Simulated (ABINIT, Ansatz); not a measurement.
# Quasiparticle gap of Rb2AlTlH6 (Fm-3m) in ABINIT, part 3 of 3

Aim: the G0W0 gap of Rb2AlTlH6 (Fm-3m) on LDA, step by step.

ABINIT 10.8.3; LDA and many-body steps on it, plane waves. Known limits of the many-body steps: not at the basis limit; exchange with frozen shells missing; no spin-orbit coupling; coarse k mesh.

So far. Step 4 (Empty states on the mesh, 2×2×2 mesh, 314 bands): On this mesh the gap is 0.401 eV. Step 5 (Screening, 2×2×2 mesh, 286 bands, screening to 176.9 eV): Local fields lower ε∞ by 15 %. On a Γ-centred mesh this coarse the value itself is usually too large, while a short band sum pulls it down.

### 6. Self-energy, 2×2×2 mesh, 286 bands, screening to 176.9 eV

The self-energy is evaluated for the states that the input lists, and the levels follow from it, in one-shot runs by the linearised quasiparticle equation.

This step: G0W0 on LDA, plane waves, norm-conserving pseudopotentials.

Input file run.abi:

```
acell 3*1.0 Angstrom
rprim 
  0.000000000000 4.343365000000 4.343365000000
  4.343365000000 -0.000000000000 4.343365000000
  4.343365000000 4.343365000000 -0.000000000000
ntypat 4
znucl 37 13 81 1
natom 10
typat 1 1 2 3 4 4 4 4 4 4
xred 
  0.250000000000 0.250000000000 0.250000000000
  0.750000000000 0.750000000000 0.750000000000
  0.500000000000 0.500000000000 0.500000000000
  0.000000000000 0.000000000000 -0.000000000000
  0.294156000000 0.705844000000 0.705844000000
  0.294156000000 0.705844000000 0.294156000000
  0.705844000000 0.294156000000 0.705844000000
  0.705844000000 0.705844000000 0.294156000000
  0.294156000000 0.294156000000 0.705844000000
  0.705844000000 0.294156000000 0.294156000000
pp_dirpath "pseudos"
pseudos "Rb.upf, Al.upf, Tl.upf, H.upf"
ecut 31
ngkpt 2 2 2
nshiftk 1
shiftk 0 0 0
kptopt 1
chksymbreak 0
istwfk *1
occopt 1
irdwfk 1
optdriver 4
nband 286
gwcalctyp 0
ecutsigx 31
symsigma 1
nkptgw 3
kptgw 
  0.5000000000 0.5000000000 0.0000000000
  0.5000000000 0.0000000000 0.0000000000
  0.0000000000 0.0000000000 0.0000000000
bdgw 
  19 22
  18 23
  19 23
ecuteps 6.5
irdscr 1
ppmodel 1
indata_prefix "in"
outdata_prefix "out"
tmpdata_prefix "tmp"
```

Launch:

```console
$ OMP_NUM_THREADS=1 mpirun -n 4 abinit run.abi > log
```

Numbers of over 12 decimals in the logs are rounded to 6 here.

What it wrote:

```text
.Version 10.8.3 of ABINIT. v10.8.2 released Aug 2026.

 Symmetries : space group Fm -3 m (#225); Bravais cF (face-center cubic)
[... echo of the input left out ...]
== DATASET  1 ==================================================================
-   mpi_nproc: 4, omp_nthreads: 1 (-1 if OMP is not activated)

--- !DatasetInfo
iteration_state: {dtset: 1, }
dimensions: {natom: 10, nkpt: 3, mband: 286, nsppol: 1, nspinor: 1, nspden: 1, mpw: 9185, }
cutoff_energies: {ecut:  31.0, pawecutdg:  -1.0, }
electrons: {nelect:   4.00000000E+01, charge:   0.00000000E+00, occopt:   1.00000000E+00, tsmear:   1.00000000E-02, }

 SIGMA: Calculation of the GW corrections

 Based on a program developped by R.W. Godby, V. Olevano, G. Onida, and L. Reining.
 Incorporated in ABINIT by V. Olevano, G.-M. Rignanese, and M. Torrent.
.Using double precision arithmetic ; gwpc =  8

[... cell and pseudopotentials left out ...]
--------------------------------------------------------------------------------

 ==== K-mesh for the wavefunctions ====
 Number of points in the irreducible wedge :     3
[... list of points left out ...]
 Together with 48 symmetry operations and time-reversal symmetry
 yields     8 points in the full Brillouin Zone.

 ==== Q-mesh for screening function ====
 Number of points in the irreducible wedge :     3
[... list of points left out ...]
 Together with 48 symmetry operations and time-reversal symmetry
 yields     8 points in the full Brillouin Zone.

 vcoul_init : cutoff-mode = AUXILIARY_FUNCTION
 q-points for optical limit:   1
     1)      0.000010    0.000020    0.000030
 setmesh: FFT mesh size selected  =    60x   60x   60
          total number of points  =       216000

 Number of electrons calculated from density =   40.0000; Expected =   40.0000
 average of density, n =  0.036170
 r_s =    1.8758
 omega_plasma =   18.3456 [eV]

 === KS Band Gaps ===
  >>>> For spin  1
   Minimum direct gap =   1.8140 [eV], located at k-point      :   0.5000  0.5000  0.0000
   Fundamental gap    =   0.4013 [eV], Top of valence bands at :   0.5000  0.5000  0.0000
                                       Bottom of conduction at :   0.5000  0.0000  0.0000
 SIGMA fundamental parameters:
 PLASMON POLE MODEL  1
 number of plane-waves for SigmaX                 9185
 number of plane-waves for SigmaC and W            893
 number of plane-waves for wavefunctions          9185
 number of bands                                   286
 number of independent spin polarizations            1
 number of spinorial components                      1
 number of k-points in IBZ                           3
 number of q-points in IBZ                           3
 number of symmetry operations                      48
 number of k-points in BZ                            8
 number of q-points in BZ                            8
 number of frequencies for dSigma/dE                 9
 frequency step for dSigma/dE [eV]                0.25
 number of omega for Sigma on real axis              0
 max omega for Sigma on real axis  [eV]           0.00
 zcut for avoiding poles [eV]                     0.10

 EPSILON^-1 parameters (SCR file):
 dimension of the eps^-1 matrix on file            893
 dimension of the eps^-1 matrix used               893
 number of plane-waves for wavefunctions          9185
 number of bands                                   286
 number of q-points in IBZ                           3
 number of frequencies                               2
 number of real frequencies                          1
 number of imag frequencies                          1

 matrix elements of self-energy operator (all in [eV])

 Perturbative Calculation

--- !SelfEnergy_ee
iteration_state: {dtset: 1, }
kpoint     : [   0.500,    0.500,    0.000, ]
spin       : 1
KS_gap     :    1.814
QP_gap     :    3.012
Delta_QP_KS:    1.198
data: !SigmaeeData |
     Band     E0 <VxcDFT>   SigX SigC(E0)      Z dSigC/dE  Sig(E)    E-E0       E
       19   1.021 -11.193 -13.861   1.835   0.766  -0.305 -11.831  -0.638   0.383
       20   2.165 -11.838 -13.677   1.050   0.774  -0.293 -12.448  -0.610   1.555
       21   3.979  -9.184  -5.356  -3.093   0.800  -0.250  -8.596   0.588   4.567
       22   3.979  -9.184  -5.356  -3.093   0.800  -0.250  -8.596   0.588   4.567

--- !SelfEnergy_ee
iteration_state: {dtset: 1, }
kpoint     : [   0.500,    0.000,    0.000, ]
spin       : 1
KS_gap     :    2.698
QP_gap     :    3.890
Delta_QP_KS:    1.192
data: !SigmaeeData |
     Band     E0 <VxcDFT>   SigX SigC(E0)      Z dSigC/dE  Sig(E)    E-E0       E
       18  -0.236 -10.322 -13.136   2.019   0.761  -0.314 -10.926  -0.605  -0.841
       19  -0.236 -10.322 -13.136   2.019   0.761  -0.314 -10.926  -0.605  -0.841
       20  -0.131 -11.030 -13.246   1.382   0.766  -0.305 -11.669  -0.639  -0.770
       21   2.567  -8.770  -5.072  -3.011   0.806  -0.241  -8.216   0.554   3.120
       22   5.813 -10.261  -6.410  -3.216   0.789  -0.268  -9.760   0.502   6.315
       23   5.813 -10.261  -6.410  -3.216   0.789  -0.268  -9.760   0.502   6.315

--- !SelfEnergy_ee
iteration_state: {dtset: 1, }
kpoint     : [   0.000,    0.000,    0.000, ]
spin       : 1
KS_gap     :    3.500
QP_gap     :    4.604
Delta_QP_KS:    1.103
data: !SigmaeeData |
     Band     E0 <VxcDFT>   SigX SigC(E0)      Z dSigC/dE  Sig(E)    E-E0       E
       19   0.655 -10.795 -13.353   1.800   0.769  -0.300 -11.379  -0.583   0.072
       20   0.655 -10.795 -13.353   1.800   0.769  -0.300 -11.379  -0.583   0.072
       21   4.155  -9.390  -5.698  -3.038   0.796  -0.256  -8.869   0.520   4.676
       22   4.155  -9.390  -5.698  -3.038   0.796  -0.256  -8.869   0.520   4.676
       23   4.155  -9.390  -5.698  -3.038   0.796  -0.256  -8.869   0.520   4.676

 New Fermi energy :        8.590195E-02 Ha ,    2.337511E+00 eV

 === QP Band Gaps ===
  >>>> For spin  1
   Minimum direct gap =   3.0124 [eV], located at k-point      :   0.5000  0.5000  0.0000
   Fundamental gap    =   1.5653 [eV], Top of valence bands at :   0.5000  0.5000  0.0000
                                       Bottom of conduction at :   0.5000  0.0000  0.0000

== END DATASET(S) ==============================================================
================================================================================

 -outvars: echo values of variables after computation  --------
           etotal      0.0000000000E+00
            nband         286
             nkpt           3
          spgroup         225
 [... the other variables as echoed above ...]

 Calculation completed.
```

Elapsed: 2.5 min, on 4 MPI ranks of Arm Neoverse V1, shared host; peak memory 2.6 GiB.

Numbers from this step:

```yaml
g0w0_gap_on_the_points_computed: 1.565 eV
starting_gap_on_the_mesh: 0.4014 eV
k_of_the_valence_top: 0.5, 0.5, 0
k_of_the_conduction_bottom: 0.5, 0, 0
z_at_the_valence_top: 0.774
z_at_the_conduction_bottom: 0.806
least_direct_g0w0_gap_on_the_computed_points: 3.012 eV
```

The gap on the mesh goes from 0.40 eV to 1.57 eV, a correction of +1.16 eV.

Limits: finite bands, cutoff and mesh; model gap, bands may invert with spin-orbit coupling; exchange with frozen shells missing; no spin-orbit coupling; coarse k mesh. v1 is the top filled band, c1 the lowest empty one. Levels before and after the correction, in eV, zero at the valence-band top of each column:

```
           conduction bottom  valence top
Kohn-Sham               0.40         0.00
     G0W0               1.56         0.00
```

```
                       level  energy (eV)
Kohn-Sham     (0.5 0.5 0) v2       -1.144
Kohn-Sham     (0.5 0.5 0) v1        0.000
Kohn-Sham  (0.5 0.5 0) c1-c2        1.814
Kohn-Sham    (0.5 0 0) v3-v2       -2.401
Kohn-Sham       (0.5 0 0) v1       -2.296
Kohn-Sham       (0.5 0 0) c1        0.401
Kohn-Sham    (0.5 0 0) c2-c3        3.648
     G0W0     (0.5 0.5 0) v2       -1.172
     G0W0     (0.5 0.5 0) v1        0.000
     G0W0  (0.5 0.5 0) c1-c2        3.012
     G0W0    (0.5 0 0) v3-v2       -2.396
     G0W0       (0.5 0 0) v1       -2.325
     G0W0       (0.5 0 0) c1        1.565
     G0W0    (0.5 0 0) c2-c3        4.760
```

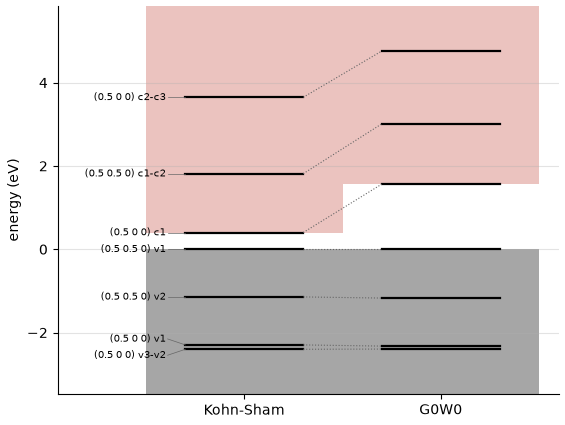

Levels before and after the correction. Shaded: valence and conduction bands.

### 7. Where the time went

Times are wall times on 4 MPI ranks of Arm Neoverse V1, shared host, good to a factor of about two.

```
                          step     time  share  memory (GiB)
                  ground state     32 s    6 %          0.47
bands along the symmetry lines     53 s   10 %          0.43
      empty states on the mesh  3.8 min   42 %          0.49
                     screening     82 s   15 %           2.5
                   self-energy  2.5 min   28 %           2.6
```

### 8. Results

```yaml
lda_gap: 0.40 eV, indirect
g0w0_gap_on_the_mesh: 1.57 eV
gw_settings: 2×2×2 mesh, 286 bands, screening to 176.9 eV, Godby-Needs plasmon pole
known_limits: not at the basis limit; exchange with frozen shells missing; no spin-orbit coupling; coarse k mesh
```

What this shows: G0W0 moves the gap on the mesh from 0.40 eV to 1.57 eV (+1.16 eV), with Z of 0.77 and 0.81 at the edges. Local fields lower the RPA ε∞ on this mesh from 10.57 to 9.02; a Γ-centred mesh this coarse tends to raise both, most where the direct gap is narrow, while a short band sum lowers them. Bands and cutoff are finite, so the gap is not at the basis limit. The miss can reach some tenths of an eV and take either sign; the mesh is an error of its own. The 2×2×2 mesh is coarse for this cell, which bears on the long-range parts of exchange and screening. Where an edge is built on 6p states of lead, bismuth or thallium, scalar-relativistic gaps usually stand too wide, by a few tenths to over one eV. The norm-conserving file of at least one element keeps a d shell over frozen s and p shells of the same row. Exchange with those shells is missing from the self-energy, an error of 0.3 to 0.9 eV in cases checked, whose sign depends on which edge lies on those atoms. The many-body steps are scalar-relativistic: spin-orbit coupling is not in them.

[Paths, hosts, dates, memory and timing lines, banners, echoed tables and standing remarks are left out of the program output.]

[Logs are printed without paths, hosts, clocks, repeated set-up lines and the standing remarks that a program may print on its own settings, such as how far it seeks lower states.]

[Runs of the session that timed out or met a known fault of the program may be left out.]

[Hosts, paths, dates, database ids (printed as entryN), source tags and the programs' standing remarks are cut or masked in the printed files.]

[G0W0 gaps are taken among the corrected bands and points alone; a level outside them can change the order at an edge.]

[Where Ansatz stands beside ABINIT at settings called matched, ABINIT's density can come from a denser mesh and the files from another edition; pairs whose starting gaps differed by over 0.03 eV were left out, so agreement reads better than it is.]
